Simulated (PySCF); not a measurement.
CeSe (triplet)

```yaml
atoms:
  - { symbol: Ce, position_ang: [0.0000, 0.0000, -0.8958] }
  - { symbol: Se, position_ang: [0.0000, 0.0000, 1.5682] }
```

Theory: PBE0/x2c-SVPall, spin-free X2C-1e, Gaussian nucleus, at a bond length of 2.464 Å (PySCF).

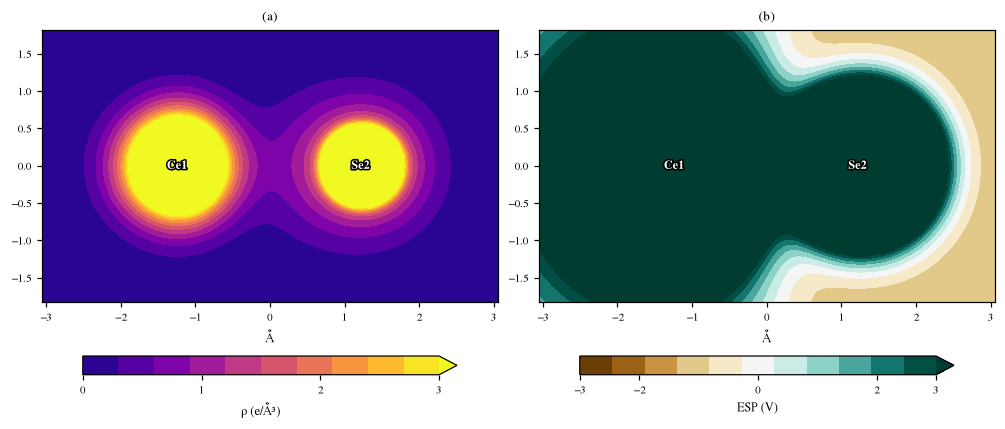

Figure 1. (a) total electron density; (b) electrostatic potential on a plane that holds the molecular axis.

### What do the fields say about this system?

The plane passes through Ce and Se nuclei. Ce–Se (2.46 Å): the density is about 0.71 e/Å³ at the midpoint. Outside the dense part of the molecule the potential is most negative (−1.3 V) near Se2.

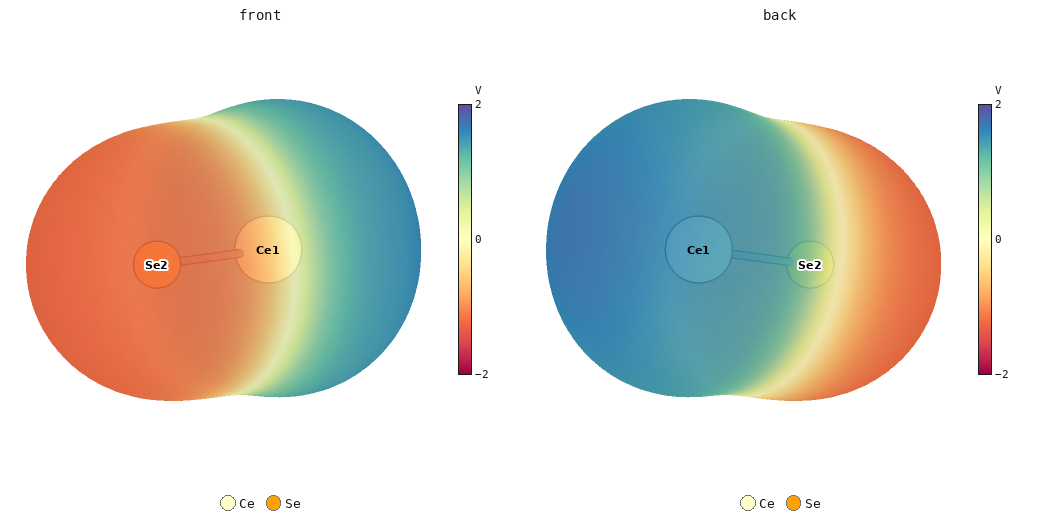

Figure 2. The electrostatic potential painted on the density surface at 0.001 e/bohr³, seen from the front and from behind; red is negative and blue positive.

### Where is the surface potential most negative and most positive?

The most negative region (about −1.2 V, or −28 kcal/mol for a unit charge) lies over Se2, the most positive (about +1.7 V, or +39 kcal/mol for a unit charge) over Ce1.
